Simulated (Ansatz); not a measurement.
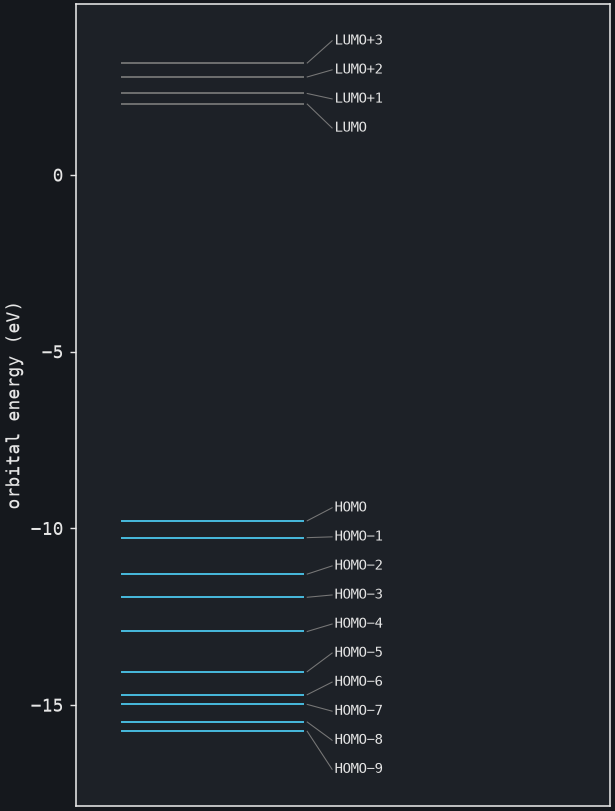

Kohn-Sham orbital energies near the frontier, ωB97X-V/def2-TZVPP, the Ansatz code, at a PBE0-D4/def2-TZVP geometry (no frequency check), isolated molecule; empty levels in grey, levels within 0.03 eV side by side.

### Which molecule has this level scheme?
A. CH₅FS₂Si, SMILES CS[Si@@H](F)S
B. C₂H₄AlBrO, SMILES [Br][Al]1[CH2]O[CH2]1, singlet
C. CH₅BF₂Si, SMILES CB[SiH](F)F

Option A. HOMO −9.79 eV, LUMO 2.00 eV, separation 11.79 eV.

Caveats: one conformer of a flexible molecule; empty levels above zero depend strongly on the basis.
